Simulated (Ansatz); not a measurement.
# A computed series for WC: response to strain

Base system: WC (space group P-6m2, No. 187; relaxed with 0.1 eV smearing).

```
CELL_PARAMETERS angstrom
      2.91268     0.00000     0.00000
     -1.45634     2.52245     0.00000
      0.00000     0.00000     2.83536
ATOMIC_POSITIONS crystal
  W  0.00000 0.00000 0.00000
  C  0.66667 0.33333 0.50000
```

Strains are applied to the cell and any free atomic positions relax.

Level of theory: r2SCAN (Ansatz, an electronic-structure program; PAW; 500 eV plane waves; spin-orbit coupling left out).

Notes on the quantities. pressure: mean of the normal stresses, compression positive.

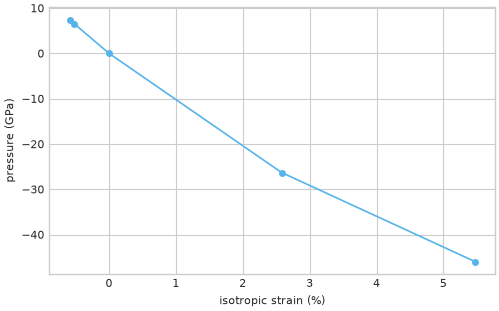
Figure: Pressure against isotropic strain

| isotropic strain (%) | pressure |
|---|---|
| -0.59 | 7.5 GPa |
| -0.52 | 6.5 GPa |
| 2.58 | -26.3 GPa |
| 5.47 | -46.0 GPa |

Stability against distortions was not tested. All final runs are without spin polarisation.
